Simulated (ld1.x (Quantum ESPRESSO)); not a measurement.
# Molybdenum: generating and testing a TM potential

Aim: build the potential from the settings below, then test how well it stands in for the atom: other configurations, scattering, ghost states and the plane-wave cutoff that it needs.

Method: ld1.x (Quantum ESPRESSO) 7.5, PBE, scalar-relativistic.

### Step 1. The atom and the settings

The settings as typed:

```json
{"element": "molybdenum (Mo, Z = 42)", "type": "norm-conserving Troullier–Martins (Kleinman–Bylander form)", "frozen core": "[Kr]", "valence charge": "6", "reference configuration": "4d4 5s0 5p0 (charge +2)", "partial waves": "5p (bound, empty): rc 3.25 bohr; 4d (bound): rc 1.60 bohr; 4f channel at 0.45 Ry: rc 3.50 bohr; 5s (bound, empty): rc 1.20 bohr", "local potential": "the s channel", "core correction": "Bessel-smoothed model core inside 0.90 bohr"}
```

An earlier all-electron run gives the scale for the radii.

All-electron outer shells of the reference configuration (PBE, scalar-relativistic, ld1.x):

```csv
shell,level (eV),outermost node (bohr),outermost maximum (bohr)
4p,-56.75,0.52,1.06
4d,-20.83,0.53,1.35
5s,-17.70,1.32,2.62
5p,-12.69,1.49,3.12
4f,-4.24,–,5.41
```

### Step 2. The generation run

Input file Mo.in:

```
 &input
   title='Mo', zed=42., rel=1, dft='PBE', iswitch=3,
   config='[Kr] 4d4 4f-2 5s0 5p0',
   nld=4, rlderiv=3.80, eminld=-4.0, emaxld=5.0, deld=0.02
 /
 &inputp
   pseudotype=2, tm=.true., lloc=0,
   nlcc=.true., new_core_ps=.true., rcore=0.90,
   file_pseudopw='Mo.UPF', file_wfcaegen='ae.wfc', file_wfcncgen='nc.wfc', file_beta='beta', file_chi='chi'
 /
4
5P  2  1   0.00   0.00  3.25  3.25  0.0
4D  3  2   4.00   0.00  1.60  1.60  0.0
4F  4  3  -2.00   0.45  3.50  3.50  0.0
5S  1  0   0.00   0.00  1.20  1.20  0.0
 &test
   configts(1)='4d4 5s0 5p0'
 /
```

Run with:

```console
$ ld1.x < Mo.in > Mo.out
```

Output in Mo.out (without the banner and most projector matrices):

```text
     Program LD1 v.7.5
     --------------------------- All-electron run ----------------------------

     Mo
     scalar relativistic calculation

     atomic number is 42.00
     dft =PBE   lsd =0 sic =0 latt =0  beta=0.20 tr2=1.0E-14
     Exchange-correlation= PBE
                           (   1   4   3   4   0   0   0)
     mesh =1229 r(mesh) = 100.71859 a.u. xmin = -7.00 dx = 0.01250
     1 Ry =  13.60569312 eV, c = 137.03599908

     n l     nl                  e(Ry)          e(Ha)          e(eV)
     1 0     1S 1( 2.00)     -1458.3103      -729.1551    -19841.3217
     2 0     2S 1( 2.00)      -207.1396      -103.5698     -2818.2777
     2 1     2P 1( 6.00)      -185.3204       -92.6602     -2521.4128
     3 0     3S 1( 2.00)       -36.3926       -18.1963      -495.1468
     3 1     3P 1( 6.00)       -29.2420       -14.6210      -397.8575
     4 0     4S 1( 2.00)        -6.0823        -3.0411       -82.7536
     4 1     4P 1( 6.00)        -4.1711        -2.0855       -56.7504
     3 2     3D 1(10.00)       -17.6100        -8.8050      -239.5959
     4 2     4D 1( 4.00)        -1.5307        -0.7654       -20.8268
     5 0     5S 1( 0.00)        -1.3012        -0.6506       -17.7032
     5 1     5P 1( 0.00)        -0.9326        -0.4663       -12.6891

     final scf error:  3.6E-15 reached in  20 iterations

     Etot =   -8095.600994 Ry,   -4047.800497 Ha, -110146.262765 eV

     Ekin =    8347.385438 Ry,    4173.692719 Ha,  113571.964653 eV
     Encl =  -19456.760280 Ry,   -9728.380140 Ha, -264722.709543 eV
     Eh   =    3259.717197 Ry,    1629.858598 Ha,   44350.711844 eV
     Exc  =    -245.943348 Ry,    -122.971674 Ha,   -3346.229719 eV

     normalization and overlap integrals

     s(1S/1S) =  1.000000  <r> =   0.0352  <r2> =    0.0017  r(max) =   0.0229
     s(2S/2S) =  1.000000  <r> =   0.1537  <r2> =    0.0279  r(max) =   0.1303
     s(2P/2P) =  1.000000  <r> =   0.1340  <r2> =    0.0219  r(max) =   0.1041
     s(3S/3S) =  1.000000  <r> =   0.4289  <r2> =    0.2107  r(max) =   0.3819
     s(3P/3P) =  1.000000  <r> =   0.4306  <r2> =    0.2158  r(max) =   0.3771
     s(4S/4S) =  1.000000  <r> =   1.1039  <r2> =    1.3807  r(max) =   0.9874
     s(4P/4P) =  1.000000  <r> =   1.2273  <r2> =    1.7244  r(max) =   1.0643
     s(3D/3D) =  1.000000  <r> =   0.4152  <r2> =    0.2074  r(max) =   0.3246
     s(4D/4D) =  1.000000  <r> =   1.7260  <r2> =    3.5558  r(max) =   1.3496
     s(5S/5S) =  1.000000  <r> =   2.9399  <r2> =    9.7052  r(max) =   2.6178
     s(5P/5P) =  1.000000  <r> =   3.5242  <r2> =   13.9584  r(max) =   3.1184

     ------------------------ End of All-electron run ------------------------

     --------------------- Generating NC pseudopotential ---------------------

      Generating local pot.: lloc=0, matching radius rcloc =   1.2000

      Computing core charge for nlcc:

       r > 0.90 : true rho core
      Core charge pseudized with two Bessel functions
      Integrated core pseudo-charge :  12.66

      Wfc   5P  rcut= 3.278  Using Troullier-Martins method

      Wfc   4D  rcut= 1.588  Using Troullier-Martins method

      Wfc   4F  rcut= 3.534  Using Troullier-Martins method

     ------------------- End of pseudopotential generation -------------------

     [... the all-electron block is printed once more ...]


     Computing logarithmic derivative in   3.78520

       Warning: n=1, l=0 expected 0 nodes, found 1
       Setting wfc to zero for this iteration
       (This warning will only be printed once per wavefunction)

     Computing logarithmic derivative in   3.78520
     Computing the partial wave expansion
       no projector for channel:   0
     R is outside the sphere for l=    1 j= 0.00
     R is outside the sphere for l=    2 j= 0.00
     R is outside the sphere for l=    3 j= 0.00

     ---------------------- Testing the pseudopotential ----------------------

     Mo
     scalar relativistic calculation

     atomic number is 42.00   valence charge is  6.00
     dft =PBE   lsd =0 sic =0 latt =0  beta=0.20 tr2=1.0E-14
     mesh =1229 r(mesh) = 100.71859 xmin = -7.00 dx = 0.01250

     n l     nl             e AE (Ry)        e PS (Ry)    De AE-PS (Ry)
     3 2     4D   1( 4.00)       -1.53074       -1.53074       -0.00000
     1 0     5S   1( 0.00)       -1.30116       -1.30116        0.00000
     2 1     5P   1( 0.00)       -0.93263       -0.93263        0.00000

     eps = 1.3E-15  iter =  3

     Etot =   -8095.600994 Ry,   -4047.800497 Ha, -110146.262765 eV
     Etotps =   -35.146820 Ry,     -17.573410 Ha,    -478.196844 eV

     Ekin =      16.918081 Ry,       8.459040 Ha,     230.182213 eV
     Encl =     -31.077486 Ry,     -15.538743 Ha,    -422.830731 eV
     Ehrt =       8.377857 Ry,       4.188928 Ha,     113.986549 eV
     Ecxc =     -25.839663 Ry,     -12.919831 Ha,    -351.566521 eV
     (Ecc =     -20.947408 Ry,     -10.473704 Ha,    -285.004004 eV)
     Epseu=      -3.525609 Ry,      -1.762804 Ha,     -47.968353 eV

     ---------------------- End of pseudopotential test ----------------------
```

Wall time 1.7 s (1 thread of Neoverse-V1, shared host). This counts the later configuration tests of the new file too.

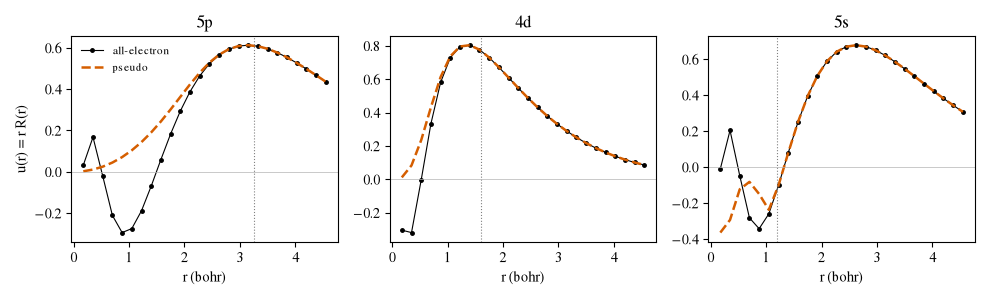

All-electron and pseudo partial waves (5p, 4d, 5s), with the matching radii dotted. The curves join 26 sampled radii, too few to resolve the innermost nodes.

### Step 3. Transferability test

Input file Mo.test.in:

```
 &input
   title='Mo', zed=42., rel=1, dft='PBE', iswitch=2,
   config='[Kr] 4d4 4f-2 5s0 5p0'
 /
 &test
   file_pseudo='Mo.UPF', nconf=8,
   configts(1)='4d4 5s0 5p0',
   configts(2)='4d5 5s1 5p0',
   configts(3)='4d5 5s0 5p0',
   configts(4)='4d3 5s0 5p0',
   configts(5)='4d5 5s0.5 5p0',
   configts(6)='4d4 5s1 5p1',
   configts(7)='4d6 5s0 5p0',
   configts(8)='4d5 5s0 5p1'
 /
```

Run with:

```console
$ ld1.x < Mo.test.in > Mo.test.out
```

Mo.test.out, the pseudopotential blocks, each with the warnings that came before it:

```text
     Warning: n=1, l=0 expected 0 nodes, found 1
     ---------------------- Testing the pseudopotential ----------------------

     Mo
     scalar relativistic calculation

     atomic number is 42.00   valence charge is  6.00
     dft =PBE   lsd =0 sic =0 latt =0  beta=0.20 tr2=1.0E-14
     mesh =1229 r(mesh) = 100.71859 xmin = -7.00 dx = 0.01250

     n l     nl             e AE (Ry)        e PS (Ry)    De AE-PS (Ry)
     3 2     4D   1( 4.00)       -1.53074       -1.53074       -0.00000
     1 0     5S   1( 0.00)       -1.30116       -1.30116        0.00000
     2 1     5P   1( 0.00)       -0.93263       -0.93263        0.00000

     eps = 1.6E-16  iter =  4

     Etot =   -8095.600994 Ry,   -4047.800497 Ha, -110146.262764 eV
     Etotps =   -35.146820 Ry,     -17.573410 Ha,    -478.196846 eV

     Ekin =      16.918081 Ry,       8.459040 Ha,     230.182212 eV
     Encl =     -31.077486 Ry,     -15.538743 Ha,    -422.830733 eV
     Ehrt =       8.377857 Ry,       4.188928 Ha,     113.986549 eV
     Ecxc =     -25.839663 Ry,     -12.919831 Ha,    -351.566521 eV
     (Ecc =     -20.947408 Ry,     -10.473704 Ha,    -285.004004 eV)
     Epseu=      -3.525609 Ry,      -1.762804 Ha,     -47.968354 eV

     ---------------------- End of pseudopotential test ----------------------

     BEWARE! Errors in PS-KS equations
     Warning: n=2, l=1 expected 0 nodes, found 2
     Warning: n=3, l=2 expected 0 nodes, found 1
     ---------------------- Testing the pseudopotential ----------------------

     Mo
     [...]
     n l     nl             e AE (Ry)        e PS (Ry)    De AE-PS (Ry)
     3 2     4D   1( 5.00)       -0.27582       -0.03934       -0.23648  !
     1 0     5S   1( 1.00)       -0.30034       -0.30034        0.00000
     2 1     5P   1( 0.00)       -0.07669       -0.07669        0.00000

     eps = 5.2E-17  iter = 20

     Etot =   -8097.243804 Ry,   -4048.621902 Ha, -110168.614337 eV
     Etotps =   -21.444451 Ry,     -10.722225 Ha,    -291.766616 eV
     dEtot_ae =      -1.642810 Ry
     dEtot_ps =      13.702369 Ry,   Delta E=     -15.345179 Ry

     [...]
     ---------------------- End of pseudopotential test ----------------------

     ---------------------- Testing the pseudopotential ----------------------

     Mo
     [...]
     n l     nl             e AE (Ry)        e PS (Ry)    De AE-PS (Ry)
     3 2     4D   1( 5.00)       -0.76541       -0.75657       -0.00883  !
     1 0     5S   1( 0.00)       -0.72238       -0.72238        0.00000
     2 1     5P   1( 0.00)       -0.43422       -0.43670        0.00248

     eps = 3.1E-15  iter = 10

     Etot =   -8096.737397 Ry,   -4048.368698 Ha, -110161.724320 eV
     Etotps =   -36.277103 Ry,     -18.138552 Ha,    -493.575131 eV
     dEtot_ae =      -1.136403 Ry
     dEtot_ps =      -1.130283 Ry,   Delta E=      -0.006120 Ry

     [...]
     ---------------------- End of pseudopotential test ----------------------

     ---------------------- Testing the pseudopotential ----------------------

     Mo
     [...]
     n l     nl             e AE (Ry)        e PS (Ry)    De AE-PS (Ry)
     3 2     4D   1( 3.00)       -2.41857       -2.44915        0.03058  !
     1 0     5S   1( 0.00)       -1.96231       -1.96231        0.00000
     2 1     5P   1( 0.00)       -1.51918       -1.51048       -0.00870  !

     eps = 6.3E-17  iter =  7

     Etot =   -8093.635334 Ry,   -4046.817667 Ha, -110119.518600 eV
     Etotps =   -33.167657 Ry,     -16.583828 Ha,    -451.268963 eV
     dEtot_ae =       1.965660 Ry
     dEtot_ps =       1.979163 Ry,   Delta E=      -0.013503 Ry

     [...]
     ---------------------- End of pseudopotential test ----------------------

     BEWARE! Errors in PS-KS equations
     ---------------------- Testing the pseudopotential ----------------------

     Mo
     [...]
     n l     nl             e AE (Ry)        e PS (Ry)    De AE-PS (Ry)
     3 2     4D   1( 5.00)       -0.51001       -0.75657        0.24656  !
     1 0     5S   1( 0.50)       -0.50411       -0.50411        0.00000
     2 1     5P   1( 0.00)       -0.24675       -0.32078        0.07403  !

     eps = 9.6E-15  iter = 15

     Etot =   -8097.043394 Ry,   -4048.521697 Ha, -110165.887629 eV
     Etotps =   -36.529157 Ry,     -18.264579 Ha,    -497.004503 eV
     dEtot_ae =      -1.442401 Ry
     dEtot_ps =      -1.382337 Ry,   Delta E=      -0.060064 Ry

     [...]
     ---------------------- End of pseudopotential test ----------------------

     BEWARE! Errors in PS-KS equations
     ---------------------- Testing the pseudopotential ----------------------

     Mo
     [...]
     n l     nl             e AE (Ry)        e PS (Ry)    De AE-PS (Ry)
     3 2     4D   1( 4.00)       -0.50858       -1.02205        0.51347  !
     1 0     5S   1( 1.00)       -0.42105       -0.42105        0.00000
     2 1     5P   1( 1.00)       -0.15369       -0.53792        0.38423  !

     eps = 2.3E-15  iter = 36

     Etot =   -8096.968939 Ry,   -4048.484469 Ha, -110164.874606 eV
     Etotps =   -36.300372 Ry,     -18.150186 Ha,    -493.891717 eV
     dEtot_ae =      -1.367945 Ry
     dEtot_ps =      -1.153552 Ry,   Delta E=      -0.214393 Ry

     [...]
     ---------------------- End of pseudopotential test ----------------------

     ---------------------- Testing the pseudopotential ----------------------

     Mo
     [...]
     n l     nl             e AE (Ry)        e PS (Ry)    De AE-PS (Ry)
     3 2     4D   1( 6.00)       -0.16965       -0.16695       -0.00269
     1 0     5S   1( 0.00)       -0.25380       -0.25380        0.00000
     2 1     5P   1( 0.00)       -0.05553       -0.05789        0.00236

     eps = 3.8E-15  iter = 10

     Etot =   -8097.187759 Ry,   -4048.593879 Ha, -110167.851807 eV
     Etotps =   -36.720993 Ry,     -18.360497 Ha,    -499.614562 eV
     dEtot_ae =      -1.586765 Ry
     dEtot_ps =      -1.574173 Ry,   Delta E=      -0.012592 Ry

     [...]
     ---------------------- End of pseudopotential test ----------------------

     ---------------------- Testing the pseudopotential ----------------------

     Mo
     [...]
     n l     nl             e AE (Ry)        e PS (Ry)    De AE-PS (Ry)
     3 2     4D   1( 5.00)       -0.36978       -0.36158       -0.00820  !
     1 0     5S   1( 0.00)       -0.36632       -0.36632        0.00000
     2 1     5P   1( 1.00)       -0.12816       -0.12810       -0.00006

     eps = 7.7E-15  iter = 12

     Etot =   -8097.013001 Ry,   -4048.506501 Ha, -110165.474109 eV
     Etotps =   -36.553648 Ry,     -18.276824 Ha,    -497.337715 eV
     dEtot_ae =      -1.412008 Ry
     dEtot_ps =      -1.406828 Ry,   Delta E=      -0.005180 Ry

     [...]
     ---------------------- End of pseudopotential test ----------------------
```

3 tests gave no usable energy difference (4d5 5s1 5p0; 4d5 5s0.5 5p0; 4d4 5s1 5p1).

Excitation and ionisation energies from 4d4 5s0 5p0, with the error of the potential.

| valence configuration | charge | ΔE all-electron (eV) | error AE − PS (meV) |
| --- | --- | --- | --- |
| 4d5 5s0 5p0 | +1 | -15.462 | -83 |
| 4d3 5s0 5p0 | +3 | 26.744 | -184 |
| 4d6 5s0 5p0 | 0 | -21.589 | -171 |
| 4d5 5s0 5p1 | 0 | -19.211 | -70 |

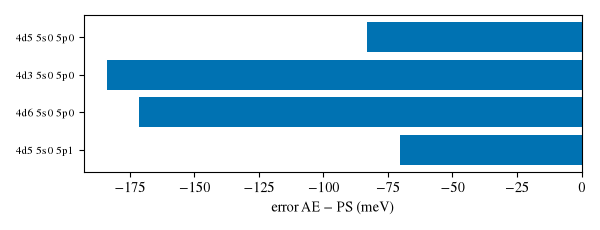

Error of the potential in each test configuration.

### Step 4. Logarithmic derivatives

Taken from the files of the generation run. The phase is arctan(r·u′/u) with u = r·R, unwrapped, with energies in Ry. A pole is an energy at which the radial function vanishes at the test radius. The pseudo phase is shifted by a multiple of π to meet the all-electron one at the reference energy. Levels narrower than the energy grid can be missing from the poles. The last column is the largest difference on the grid between −1 and +1 Ry.

```tsv
channel	radius (bohr)	reference (Ry)	poles AE	poles PS	window around the reference with phases within 0.05 rad (Ry)	largest difference near zero (rad)
s	3.79	-1.30	-0.83, 3.07	-0.91, -0.58, 3.84	below -0.9	3.085
p	3.79	-0.93	-0.14, 3.91	-2.37, -0.12, 4.38	-2.3 to 1.0	0.027
d	3.79	-1.53	-1.48, 1.21	-1.48, 1.26	below 2.5	0.041
f	3.79	0.45	0.69, 3.20	0.69, 3.64	below 1.5	0.009
```

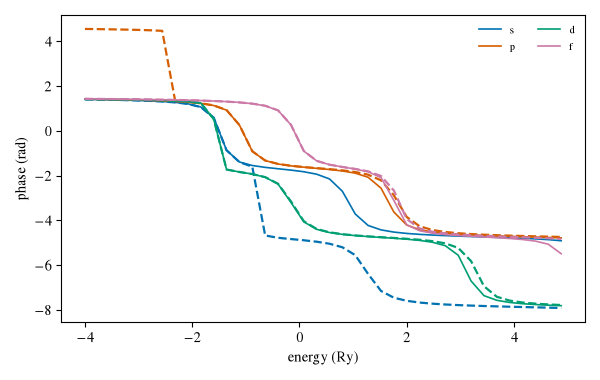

Phases by channel: all-electron solid, pseudo dashed.

### Step 5. Cutoff and ghost test in a Bessel basis

This step uses the generator's waves and projectors in a separate script. Basis: spherical Bessel functions vanishing at 20 bohr, q² up to the cutoff; potential fixed at the reference.

All-electron valence levels (Ry): 5p -0.9326, 4d -1.5307, 5s -1.3012. The lowest levels of each channel (Ry) by cutoff; the last column sums, over occupied levels, occupation times the distance from the level at 400 Ry. A positive value at high cutoff is not a bound level.

```
cutoff (Ry)     p #1     p #2       d #1     d #2     f #1      s #1     s #2  Σ f·Δε (mRy)
          8  -0.9323  -0.3942    -1.3675  -0.4415  -0.3078   -3.6037  -0.8605         652.4
         15  -0.9326  -0.3944    -1.8338  -0.4912  -0.3109   -5.2558  -1.0268        1212.8
         25  -0.9326  -0.4008    -1.9700  -0.4974  -0.3112   -6.6316  -1.1303        1757.6
         35  -0.9326  -0.7283   -28.8769  -1.5065  -0.3112   -6.7331  -1.1373          96.5
         45  -0.9326  -0.8673   -75.7661  -1.5292  -0.3112   -7.1404  -1.1577           5.7
         50  -0.9326  -0.8690  -100.0593  -1.5304  -0.3112   -7.6293  -1.1825           1.0
         55  -0.9326  -0.8919  -110.8527  -1.5305  -0.3112   -7.9816  -1.2007           0.4
         70  -1.2074  -0.9326  -119.1220  -1.5306  -0.3112   -8.6408  -1.2426           0.3
        400  -2.3298  -0.9326  -219.1844  -1.5306  -0.3112  -10.0700  -1.2994           0.0
```

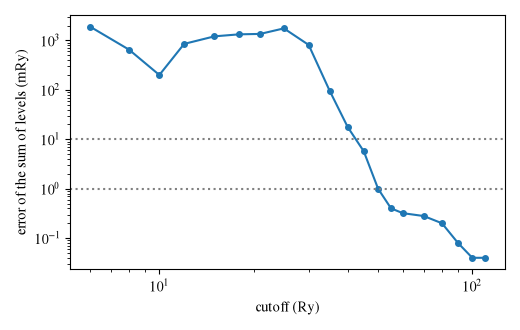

Occupation-weighted error of the valence levels against the cutoff; the dotted lines mark 10 and 1 mRy.

The sum stays within 10 mRy from 45 Ry and within 1 mRy from 55 Ry. The sum leaves out empty levels, which can need more. Ghost test: ghost states, bound below the all-electron valence or empty levels of the same l: d at -2982.2 eV, s at -137.0 eV, p at -31.7 eV.

### Step 6. Results

| quantity | value |
| --- | --- |
| cutoffs for 10 and 1 mRy, occupied levels | 45 Ry and 55 Ry |
| bound ghosts | d at -2982.16 eV, s at -137.01 eV, p at -31.70 eV |
| largest test error (AE − PS) | -184 meV, for 4d3 5s0 5p0 (3 tests unsolved) |
| largest phase difference near zero energy, channels read | 3.085 rad |

**Reading.** It has a bound ghost (d, s, p), a state that the atom doesn't have, and that rules the file out. The worst unpolarised test, 4d3 5s0 5p0, is off by 184 meV on 26.7 eV; by total energies transferability rates as poor. Of the tests 3 gave no usable energy difference, which is a warning in itself. It counts as of middling hardness, with 45 Ry needed at the looser tolerance. That counts occupied waves only; other projectors can need more. Near zero energy the largest phase difference among the channels read is 3.08 rad, in the s channel. A step near π is an extra or missing state, not a misfit of shape. The pseudo curves have a pole with no partner nearby in the atom's: p at -2.37 Ry.
